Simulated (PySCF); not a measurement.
```yaml
atoms:
  - { symbol: C, position_ang: [-2.2023, -0.5890, -0.6884] }
  - { symbol: C, position_ang: [-1.1919, -0.5167, 0.1711] }
  - { symbol: C, position_ang: [0.1094, 0.1030, -0.1013] }
  - { symbol: N, position_ang: [0.4811, 0.6906, -1.2126] }
  - { symbol: C, position_ang: [1.0677, 0.0518, 0.9286] }
  - { symbol: N, position_ang: [2.2512, 0.6798, 0.7552] }
  - { symbol: H, position_ang: [-3.1368, -1.0568, -0.4307] }
  - { symbol: H, position_ang: [-2.1390, -0.1835, -1.6858] }
  - { symbol: H, position_ang: [-1.3018, -0.9372, 1.1628] }
  - { symbol: H, position_ang: [-0.2432, 0.7046, -1.9231] }
  - { symbol: H, position_ang: [0.8754, -0.4319, 1.8723] }
  - { symbol: H, position_ang: [2.3749, 1.0260, -0.1875] }
  - { symbol: H, position_ang: [3.0510, 0.4597, 1.3216] }
```

Geometry: GFN2-xTB.

Computed with PySCF, UKS B3LYP, pcH-1 on C H N, non-relativistic, mean-field spin-orbit, GIAO.

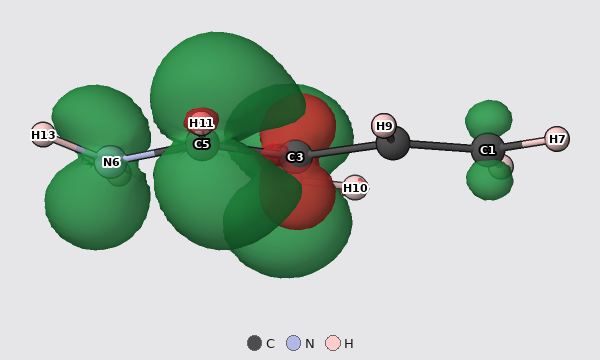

C₄H₇N₂ (doublet). Isosurfaces of the spin density (α minus β) at +0.02 (green) and −0.02 e/Å³ (red), seen from one side.

Question: Where is the unpaired spin?

Answer: The unpaired spin (1 electron) lies mostly on N4 (about 0.3), C5 (about 0.3) and N6 (about 0.2), in electrons by Hirshfeld's partition.
